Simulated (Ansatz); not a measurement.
**AlFH4O2S (built from SMILES F.[OH][Al]([OH])[SH]): a reaction path by the nudged elastic band**

What path joins these two structures, and how high does it climb? Both ends were relaxed at PBE0-D4 in triple zeta.

Computed with Ansatz 0.2.0, Gaussian basis. Level: PBE0-D4/def2-SVP.

22 further runs of the same task are left out: 22 set aside as unsound or not needed. Runs told in other sessions of the task aren't counted.

## (1) Where the work starts

The first end: 9 atoms, charge 0, spin multiplicity 1.

Atoms are counted from 1 here; the program's logs count them from 0.

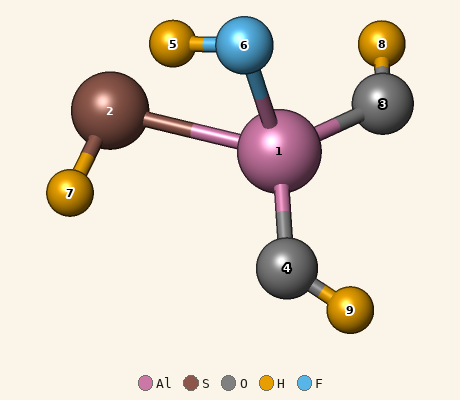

Start geometry, drawn with aluminium pink, sulfur brown, oxygen grey, hydrogen amber, fluorine blue; atoms are numbered from 1 in the order of the file.

Coordinates:

```xyz
9

Al   -0.2411   -0.1937   -0.2037
S     1.8305    0.7643   -0.1539
O    -0.3947   -1.8008   -0.6972
O    -1.4770    0.9312   -0.4537
H     0.9375    0.2567    1.4892
F     0.0697   -0.2000    1.7340
H     1.3039    2.0016   -0.1734
H     0.2936   -2.4607   -0.7073
H    -2.3223    0.7013   -0.8339
```

The second end:

| atom | x (Å) | y (Å) | z (Å) |
| --- | --- | --- | --- |
| Al1 | -0.5253 | -0.3548 | 0.1063 |
| S2 | 1.5457 | 1.0202 | -0.1877 |
| O3 | -0.2080 | -1.7424 | -0.8270 |
| O4 | -1.5664 | 0.8447 | -0.5091 |
| H5 | 2.2136 | 0.5526 | 0.8816 |
| F6 | -0.4075 | -0.4812 | 1.7609 |
| H7 | 1.0245 | 2.0491 | 0.5030 |
| H8 | 0.0064 | -2.5837 | -0.4294 |
| H9 | -2.0830 | 0.6955 | -1.2985 |

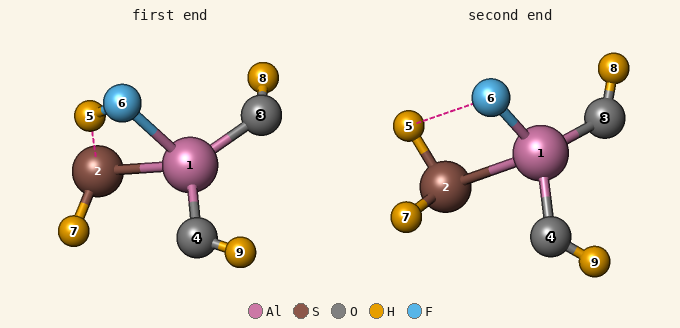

The two ends; dashed lines mark the contacts followed along the path.

## (2) The band at PBE0-D4/def2-SVP

File neb/in.yaml:

```yaml
crystal:
  periodic: [false, false, false]
  atoms:
    - {symbol: Al, position_ang: [-0.241056, -0.193654, -0.203740]}
    - {symbol: S, position_ang: [1.830541, 0.764302, -0.153866]}
    - {symbol: O, position_ang: [-0.394733, -1.800823, -0.697206]}
    - {symbol: O, position_ang: [-1.477050, 0.931184, -0.453718]}
    - {symbol: H, position_ang: [0.937478, 0.256741, 1.489153]}
    - {symbol: F, position_ang: [0.069746, -0.200005, 1.734017]}
    - {symbol: H, position_ang: [1.303904, 2.001618, -0.173372]}
    - {symbol: H, position_ang: [0.293599, -2.460669, -0.707305]}
    - {symbol: H, position_ang: [-2.322331, 0.701305, -0.833864]}
basis:
  gaussian: {orbitals: def2-SVP}
hamiltonian: {xc: pbe0, dispersion: d4}
neb:
  images: 5
  climbing: true
  max_iterations: 40
  initial_path: idpp
  final_atoms:
    - {symbol: Al, position_ang: [-0.525261, -0.354753, 0.106306]}
    - {symbol: S, position_ang: [1.545668, 1.020212, -0.187714]}
    - {symbol: O, position_ang: [-0.207964, -1.742449, -0.827000]}
    - {symbol: O, position_ang: [-1.566368, 0.844730, -0.509123]}
    - {symbol: H, position_ang: [2.213593, 0.552611, 0.881580]}
    - {symbol: F, position_ang: [-0.407521, -0.481246, 1.760939]}
    - {symbol: H, position_ang: [1.024536, 2.049111, 0.502968]}
    - {symbol: H, position_ang: [0.006384, -2.583669, -0.429352]}
    - {symbol: H, position_ang: [-2.082969, 0.695451, -1.298504]}
```

Started as:

```bash
$ ansatz run in.yaml --threads 4 --pin off --events-out ev --progress --plain --max-ram 9574MiB
```

The log of the run (excerpt; [...] marks lines left out):

```text
Functional definition: PBE0
  name "PBE0"
  cite "Adamo & Barone, J. Chem. Phys. 110, 6158 (1999) doi:10.1063/1.478522"
  cite "Perdew, Burke & Ernzerhof, Phys. Rev. Lett. 77, 3865 (1996) doi:10.1103/PhysRevLett.77.3865"
  parent pbe
[...]
976 factors; integrals over basis functions are off by at most 3.0e-4 eV
[...]
mean field -24288.50784975 eV, -892.5862001365 hartree, gradient 3.8e-5 eV, S^2 0.000000; 0 other end points of the search recorded, 0 dependent functions left out
[...]
reference -24288.50787803 eV, -892.5862011758 hartree; 29, 29 occupied and 69, 69 virtual orbitals, 976 factors
[... from here to the last solve, the lines of the solves are left out (82 solves) ...]
WARN: NEB end point (image 0): max|allowed force component| = 2.044e-1 eV/Å (the criterion of neb.relax_end_points is 1.000e-2). That is over neb.f_tol: it is no minimum, so the barrier can be far off. Relax it first
WARN: NEB end point (image 6): max|allowed force component| = 3.484e-1 eV/Å (the criterion of neb.relax_end_points is 1.000e-2). That is over neb.f_tol: it is no minimum, so the barrier can be far off. Relax it first
NEB iter   1: max|band force component| = 3.305e0 eV/Å  barrier→ = 0.6003 eV  barrier← = 1.1215 eV  Δτ_max = 0.2000 Å  (183 SCF iters)
[...]
NEB iter   3: max|band force component| = 2.228e0 eV/Å  barrier→ = 0.0000 eV  barrier← = 0.5213 eV  Δτ_max = 0.1008 Å  (142 SCF iters)
[...]
NEB iter   5: max|band force component| = 2.018e-1 eV/Å  barrier→ = -0.0135 eV  barrier← = 0.5078 eV  CI = image 1  Δτ_max = 0.1578 Å  (141 SCF iters)
[...]
NEB iter   7: max|band force component| = 1.770e-1 eV/Å  barrier→ = -0.0017 eV  barrier← = 0.5196 eV  CI = image 1  Δτ_max = 0.0786 Å  (142 SCF iters)
NEB iter   8: max|band force component| = 7.514e-2 eV/Å  barrier→ = -0.0010 eV  barrier← = 0.5202 eV  CI = image 1  Δτ_max = 0.0363 Å  (142 SCF iters)
[...]
NEB iter   9: max|band force component| = 4.489e-2 eV/Å  barrier→ = -0.0009 eV  barrier← = 0.5204 eV  CI = image 1  CI's point: of a kind that is not told: the force calls were inconclusive, a negative curvature could not be distinguished from the path's own, the only one lies far off the [...]
WARN: NEB end point (image 6): the path dips 0.036595 eV below it before the top, so the barrier from the dip is that much higher. The path crosses a lower well, or the end point is a saddle point, which neb.relax_end_points tests for
Total energy: -24288.66591904 eV, -892.5920090757 hartree
Atom 0 at    -0.266960    -0.240807    -0.136045 Å, force    -0.004263     0.000013    -0.000142 eV/Å
Atom 1 at     1.817573     0.807324    -0.085500 Å, force    -0.000414    -0.008862     0.006693 eV/Å
Atom 2 at    -0.380294    -1.844568    -0.672017 Å, force     0.022907     0.013429     0.011263 eV/Å
Atom 3 at    -1.466908     0.910491    -0.480906 Å, force     0.002421    -0.022811    -0.003680 eV/Å
Atom 4 at     0.996432     0.349646     1.376778 Å, force     0.009449     0.026671    -0.016691 eV/Å
Atom 5 at     0.082817    -0.167058     1.717053 Å, force    -0.011737    -0.012120     0.002016 eV/Å
Atom 6 at     1.234905     2.024969    -0.175670 Å, force     0.000340    -0.000986     0.004992 eV/Å
Atom 7 at     0.275892    -2.538602    -0.627348 Å, force    -0.013055    -0.011718    -0.008954 eV/Å
Atom 8 at    -2.293358     0.698604    -0.916245 Å, force    -0.005648     0.016383     0.004504 eV/Å
Dipole moment:     0.108088    -0.046351     0.012806 e Å
```

Wall time 98 s (4 threads of Arm Neoverse V1, shared host).

The last band:

| image | path (Å) | energy (eV) | Al1–F6 (Å) | S2–H5 (Å) | Al1–S2 (Å) | H5–F6 (Å) |
| --- | --- | --- | --- | --- | --- | --- |
| 0 | 0.00 | 0.000 | 1.96 | 1.94 | 2.28 | 1.01 |
| 1 | 0.23 | -0.001 | 1.89 | 1.74 | 2.33 | 1.10 |
| 2 | 0.76 | -0.388 | 1.72 | 1.39 | 2.50 | 1.73 |
| 3 | 1.30 | -0.541 | 1.68 | 1.35 | 2.53 | 2.28 |
| 4 | 1.84 | -0.558 | 1.68 | 1.35 | 2.53 | 2.73 |
| 5 | 2.38 | -0.545 | 1.68 | 1.35 | 2.52 | 2.74 |
| 6 | 2.92 | -0.521 | 1.66 | 1.34 | 2.50 | 2.95 |

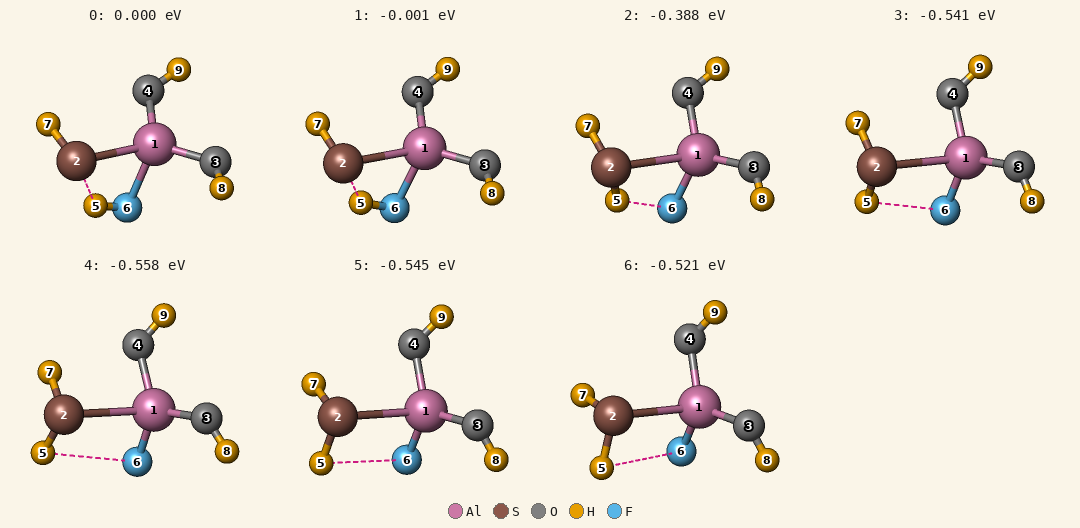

The images of the last band.

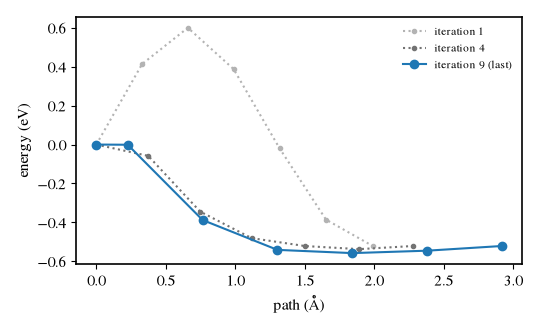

Energy along the path.

## (3) Outcome

```
                                                                       quantity                                           value
                                                 PBE0-D4/def2-SVP, 9 iterations  highest 0.000 eV (image 0), last end -0.521 eV
from earlier runs: barrier over the separately found saddle, CCSD(T)/def2-TZVPP                                        0.031 eV
```

**Reading.** The highest image lies 0.000 eV above the first end, but it is an end point: the band shows no barrier between the ends at this level. The ends are not quite minima at this level (largest force component 0.35 eV/Å), so the heights are unreliable: relaxing the first end would lower it and raise the barrier above it.
